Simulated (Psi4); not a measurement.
# CAM-B3LYP/def2-SVP (density fitting with cc-pvtz-jkfit, sweep point 4) run of CH4OSi (SMILES CO[SiH])

What is the vertical singlet–triplet gap of CH4OSi at CAM-B3LYP/def2-SVP (density fitting with cc-pvtz-jkfit, sweep point 4)? The job is set up through a Python script.

Program for the calculation: Psi4 1.11.

2 further runs of the same task are left out: 2 set aside as unsound or not needed.

**1. The molecule**

CH4OSi has 7 atoms, charge 0, and is taken as a singlet. As SMILES, `CO[SiH]`. The coordinates come from a PBE0-D4/def2-TZVP relaxation. This is one conformer, not always the lowest.

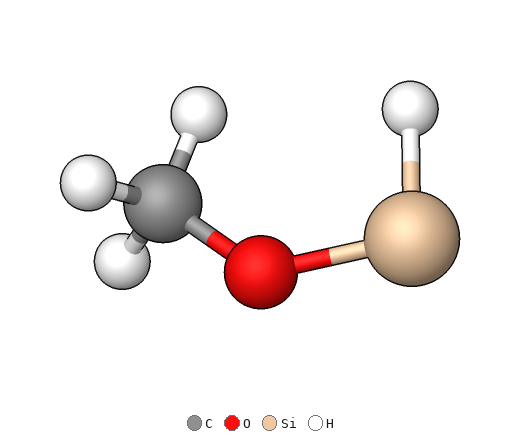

Viewed from a chosen angle; carbon grey, oxygen red, silicon light orange, hydrogen white.

**2. The energy at CAM-B3LYP/def2-SVP (density fitting with cc-pvtz-jkfit, sweep point 4)**

Input file calc.py:

```python
import psi4

psi4.set_memory('1600 MB')
psi4.set_num_threads(1)
psi4.core.set_output_file('ch4osi.out', False)

geom = psi4.geometry("""
C     -0.512400     0.485500    -0.338500
O     -0.443200    -0.446500     0.717600
Si     0.796900    -1.387300     1.229900
H     -1.296400     0.180800    -1.035500
H      0.443800     0.547500    -0.868700
H     -0.769300     1.467500     0.065400
H      1.841700    -0.915600     0.184100
symmetry c1
""")

options = {'basis': 'def2-SVP', 'puream': True, 'scf_type': 'df', 'dft_radial_points': 99, 'dft_spherical_points': 590, 'df_basis_scf': 'cc-pvtz-jkfit'}
psi4.set_options(options)

e, wfn = psi4.energy("cam-b3lyp", return_wfn=True)
print(f'cam-b3lyp energy: {e:.10f} Eh')
```

Command:

```sh
$ python calc.py
```

ch4osi.out:

```text
[...]
  Running in c1 symmetry.
[...]
  Nuclear repulsion =  101.069904478392957
[...]
  Multiplicity = 1
[...]
  Nalpha       = 16
  Nbeta        = 16
[...]
    Number of basis functions: 66
[...]
   @DF-RKS iter   1:  -404.84399776750809   -5.35498e-01   8.08389e-03 ADIIS/DIIS
[...]
   @DF-RKS iter   8:  -404.97385074698087   -8.85939e-09   2.86924e-07 DIIS
[...]
    Orbital Energies [Eh]
    ---------------------
    Doubly Occupied:
       1A    -66.200130     2A    -19.222244     3A    -10.315946
       4A     -5.367791     5A     -3.733268     6A     -3.729546
       7A     -3.724185     8A     -1.094264     9A     -0.771443
      10A     -0.603837    11A     -0.533240    12A     -0.532133
      13A     -0.468565    14A     -0.384061    15A     -0.381840
      16A     -0.283043
[...]
  @DF-RKS Final Energy:  -404.97385074698087
   => Energetics <=
    Nuclear Repulsion Energy =            101.0699044783929565
    One-Electron Energy =                -758.7275166492674998
    Two-Electron Energy =                 279.8177756599927193
    DFT Exchange-Correlation Energy =     -27.1340142360990235
    Empirical Dispersion Energy =           0.0000000000000000
    VV10 Nonlocal Energy =                  0.0000000000000000
    Total Energy =                       -404.9738507469808724
[...]
 Multipole Moments:
 ------------------------------------------------------------------------------------
     Multipole            Electronic (a.u.)      Nuclear  (a.u.)        Total (a.u.)
 ------------------------------------------------------------------------------------
 L = 1.  Multiply by 2.5417464519 to convert [e a0] to [Debye]
 Dipole X            :          0.3254178           -0.3626770           -0.0372592
 Dipole Y            :         -3.1530099            3.6121422            0.4591323
 Dipole Z            :          3.5297228           -4.0483827           -0.5186599
 Magnitude           :                                                    0.6936850
[...]
```

On the terminal:

```text
cam-b3lyp energy: -404.9738507470 Eh
```

Run time: 10 s. Hardware: 1 thread of AMD EPYC 7R43 (Zen 3), shared host; peak memory 0.92 GiB.

**3. The triplet**

Input file job.py:

```python
import psi4

psi4.set_memory(1600000000)
psi4.set_num_threads(1)
psi4.core.set_output_file('output.dat', False)

geom = psi4.geometry("""
0 3
C     -0.512400     0.485500    -0.338500
O     -0.443200    -0.446500     0.717600
Si     0.796900    -1.387300     1.229900
H     -1.296400     0.180800    -1.035500
H      0.443800     0.547500    -0.868700
H     -0.769300     1.467500     0.065400
H      1.841700    -0.915600     0.184100
symmetry c1
""")

psi4.set_options({
    'reference': 'uks',
    'puream': True,
    'scf_type': 'df',
    'dft_radial_points': 99,
    'dft_spherical_points': 590,
    'df_basis_scf': 'cc-pvtz-jkfit',
    'maxiter': 100,
})

result = psi4.energy("cam-b3lyp/def2-SVP")
print(f'cam-b3lyp/def2-SVP energy: {result:.10f} Eh')
```

Command:

```sh
$ python job.py
```

output.dat:

```text
[...]
  Running in c1 symmetry.
[...]
  Nuclear repulsion =  101.069904478392957
[...]
  Multiplicity = 3
[...]
  Nalpha       = 17
  Nbeta        = 15
[...]
    Number of basis functions: 66
[...]
   @DF-UKS iter   1:  -404.75067402257469   -4.42174e-01   8.42911e-03 ADIIS/DIIS
[...]
   @DF-UKS iter   9:  -404.89225911471470   -6.15367e-08   7.21819e-07 DIIS
[...]
   @S^2 Observed:                2.003925184E+00
[...]
    Orbital Energies [Eh]
    ---------------------
    Alpha Occupied:
       1A    -66.213394     2A    -19.199437     3A    -10.314405
       4A     -5.381550     5A     -3.744968     6A     -3.743973
       7A     -3.743033     8A     -1.080918     9A     -0.765793
      10A     -0.608360    11A     -0.529426    12A     -0.525119
      13A     -0.490840    14A     -0.382298    15A     -0.377882
      16A     -0.344174    17A     -0.204009
    Alpha Virtual:
      18A      0.058027    19A      0.120092    20A      0.129973
      21A      0.180981    22A      0.186065    23A      0.227007
      24A      0.236894    25A      0.391246    26A      0.416678
[...]
  @DF-UKS Final Energy:  -404.89225911471470
   => Energetics <=
    Nuclear Repulsion Energy =            101.0699044783929565
    One-Electron Energy =                -758.6854509858807205
    Two-Electron Energy =                 279.8544112447421526
    DFT Exchange-Correlation Energy =     -27.1311238519690612
    Empirical Dispersion Energy =           0.0000000000000000
    VV10 Nonlocal Energy =                  0.0000000000000000
    Total Energy =                       -404.8922591147147045
[...]
 Multipole Moments:
 ------------------------------------------------------------------------------------
     Multipole            Electronic (a.u.)      Nuclear  (a.u.)        Total (a.u.)
 ------------------------------------------------------------------------------------
 L = 1.  Multiply by 2.5417464519 to convert [e a0] to [Debye]
 Dipole X            :          0.4833656           -0.3626770            0.1206885
 Dipole Y            :         -3.4490433            3.6121422            0.1630988
 Dipole Z            :          3.8007314           -4.0483827           -0.2476514
 Magnitude           :                                                    0.3201533
[...]
```

Standard output:

```text
cam-b3lyp/def2-SVP energy: -404.8922591147 Eh
```

Wall time 17 s (1 thread of AMD EPYC 7R43 (Zen 3), shared host); peak memory 0.92 GiB.

**4. What came out**

At CAM-B3LYP/def2-SVP (density fitting with cc-pvtz-jkfit, sweep point 4):

| quantity | value |
| --- | --- |
| singlet: total energy | -404.97385 Eh |
| singlet: dipole moment | 1.76 D |
| singlet: HOMO energy | -7.70 eV |
| singlet: LUMO energy | -0.62 eV |
| singlet: HOMO–LUMO gap | 7.08 eV |
| triplet: total energy | -404.89226 Eh |
| triplet: dipole moment | 0.81 D |
| triplet: HOMO energy (highest over α and β) | -5.55 eV |
| triplet: LUMO energy (lowest over α and β) | -2.94 eV |
| triplet: ⟨S²⟩ | 2.004 |
| vertical energy of the triplet above the singlet | 2.220 eV |

**Reading.** At this shape the triplet lies 2.22 eV (214 kJ/mol) above the singlet.
